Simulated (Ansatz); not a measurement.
# AlH₃Cl (doublet): the correlation ladder at distance Al1–H4 along a hydrogen transfer = 1.702 Å, cc-pVDZ

How much of the correlation energy of AlH₃Cl (doublet) does each wave-function method recover here?

Computed with Ansatz 0.2.0, Gaussian basis. Level: cc-pVDZ, core rule «outside noble gas», up to 10 orbitals frozen.

The runs, in order: UHF; CCSD(T) on ROHF; CCSD(T) on UHF; BCCD(T) on ROHF; CISD; CCSDT(Q) on ROHF; CCSDT(Q) on UHF; CASSCF and MRCISD+Q, 3 electrons in 3 orbitals; CASSCF and NEVPT2, 3 electrons in 3 orbitals.

13 further runs of the same task are left out: 9 for a known fault of the program, 4 that didn't finish.

### Step 1. The geometry

The geometry derives from fragments relaxed apart (PBE0/def2-TZVP) and kept rigid, so it is no stationary point. A hydrogen atom is moved between rigid fragments.

5 atoms, charge 0, spin multiplicity 2.

Atoms are counted from 1 here; the program's logs count them from 0.

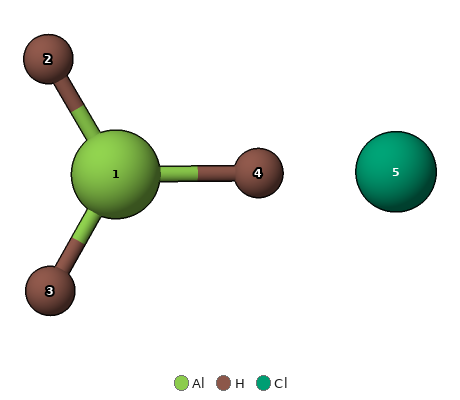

The structure; aluminium green, hydrogen brown, chlorine teal; atoms are numbered from 1 in the order of the file.

### Step 2. UHF

File in.yaml:

```yaml
crystal:
  periodic: [false, false, false]
  atoms:
    - {symbol: Al, position_ang: [-1.812937, 0.000000, 0.000000]}
    - {symbol: H, position_ang: [-2.605861, 1.373384, 0.000000]}
    - {symbol: H, position_ang: [-2.605861, -1.373384, 0.000000]}
    - {symbol: H, position_ang: [-0.110937, 0.000000, 0.000000]}
    - {symbol: Cl, position_ang: [1.531063, 0.000000, 0.000000]}
basis:
  gaussian: {orbitals: cc-pVDZ}
magnetization: {spin_polarized: true, initial_magnetization: 1}
hamiltonian: {xc: hf}
output: {orbitals: {seedname: orbitals}}
```

Command:

```console
$ ansatz run in.yaml --threads 1 --pin off --events-out ev --progress --plain --max-ram 2393MiB
```

Further steps of the session: CCSD(T) on ROHF; CCSD(T) on UHF; BCCD(T) on ROHF; CISD; CCSDT(Q) on ROHF; CCSDT(Q) on UHF; CASSCF and MRCISD+Q, 3 electrons in 3 orbitals; CASSCF and NEVPT2, 3 electrons in 3 orbitals.

Before running them: what should the planned runs give, taken together? Wanted: UCCSDT(Q) below the RHF energy; RMP2 from UCCSDT(Q); UMP2 from UCCSDT(Q); RCCSD from UCCSDT(Q); RCCSD(T) from UCCSDT(Q); UCCSD(T) from UCCSDT(Q); RCCSDT(Q) from UCCSDT(Q); NEVPT2 pair from UCCSDT(Q); MRCISD+Q pair from UCCSDT(Q).

The runs gave:

| quantity | value |
| --- | --- |
| UCCSDT(Q) below the RHF energy | -6.9480 eV |
| RMP2 from UCCSDT(Q) | +106.4 kJ/mol |
| UMP2 from UCCSDT(Q) | +112.0 kJ/mol |
| RCCSD from UCCSDT(Q) | +14.2 kJ/mol |
| RCCSD(T) from UCCSDT(Q) | +3.0 kJ/mol |
| UCCSD(T) from UCCSDT(Q) | +3.1 kJ/mol |
| RCCSDT(Q) from UCCSDT(Q) | 0.0 kJ/mol |
| NEVPT2 pair from UCCSDT(Q) | +106.7 kJ/mol |
| MRCISD+Q pair from UCCSDT(Q) | +4.3 kJ/mol |
| levels within 1 kcal/mol (43 meV) | RCCSD(T), UCCSD(T), BCCD(T), RCCSDT, UCCSDT, RCCSDT(Q) |
| T1 diagnostic | 0.017 |

What this shows: RCCSD(T) lands +3.0 kJ/mol from the yardstick (0.5 % of the correlation energy). Of the multireference levels listed MRCISD+Q pair comes nearest in total energy (+4.3 kJ/mol), which doesn't show that its space is the better one. These misses are within one basis, not against nature; the frozen cores of restricted and unrestricted runs differ, which can shift their rows.
